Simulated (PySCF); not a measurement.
System: SnCl (doublet).

```xyz
2

Sn    0.0000    0.0000   -0.5424
Cl    0.0000    0.0000    1.8596
```

Core potentials replace the inner electrons of Sn.

Computed with PBE0/cc-pVDZ(-PP), non-relativistic Hamiltonian with scalar-relativistic core potentials where named, at a bond length of 2.402 Å (PySCF 2.14.0).

What will maps of the electron density, electron localisation function and spin density show?

Sn–Cl (2.40 Å): ρ at the midpoint is about 0.49 e/Å³; the ELF peaks at about 0.80 in the valence shell of Cl, 0.8 Å from its nucleus, and drops to about 0.15 between the two atoms.
The unpaired spin (1 electron) lies mostly on Sn1 (about 0.9), in electrons by Hirshfeld's partition.

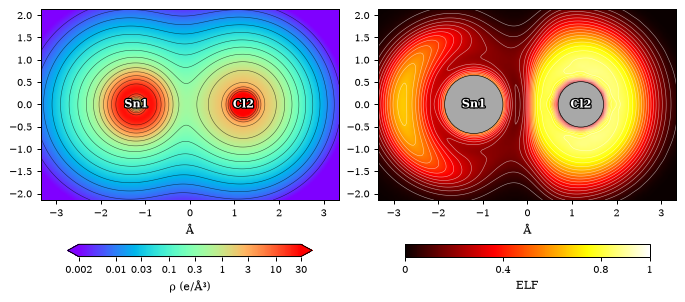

Computed electron density and electron localisation function on a plane that holds the molecular axis, in this order. Grey discs cover the atomic cores in the ELF map. 
